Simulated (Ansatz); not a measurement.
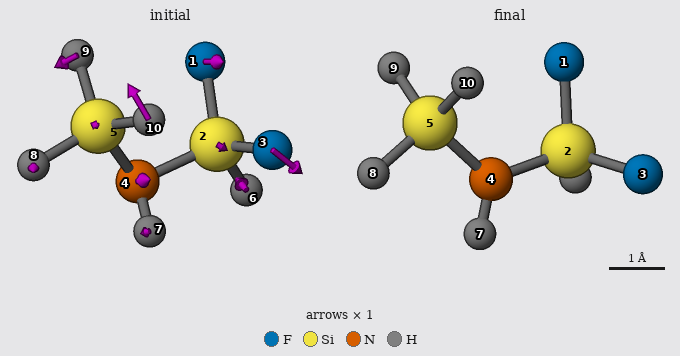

The structure of Si2NH5F2 (coarse preliminary run) before (left) and after (right) a relaxation, at one scale. The purple arrows give the displacements, at their true length.

The picture is a ball-and-stick view, seen from a free direction.

The start comes from a force field.

Level of theory: RKS PBE-D4/def2-SVP (Ansatz 0.2.0). Set-up: force threshold 0.03 eV/Å; at most 200 steps.

### Summarise the run.

The largest move after the best rigid fit is that of F3, 0.83 Å. By element the largest moves are F 0.83 Å, H 0.78 Å, N 0.42 Å, Si 0.24 Å. Some distances before and after: Si2–Si5 2.755 → 3.110 Å, Si2–F3 1.542 → 1.629 Å, N4–Si5 1.721 → 1.772 Å, Si5–H8 1.454 → 1.503 Å. Bond angles that change, for instance: Si2–N4–Si5 108.5° → 126.2°, Si2–N4–H7 107.0° → 118.0°, Si5–N4–H7 107.1° → 115.7°. The energy falls by 0.800 eV in 12 geometry steps. The largest force component goes from 4.4 to 0.0058 eV/Å. The forces were under the threshold at step 9, but the run went on from there. Cost: 14 s on 4 threads of Arm Neoverse V2, with other jobs on the host.
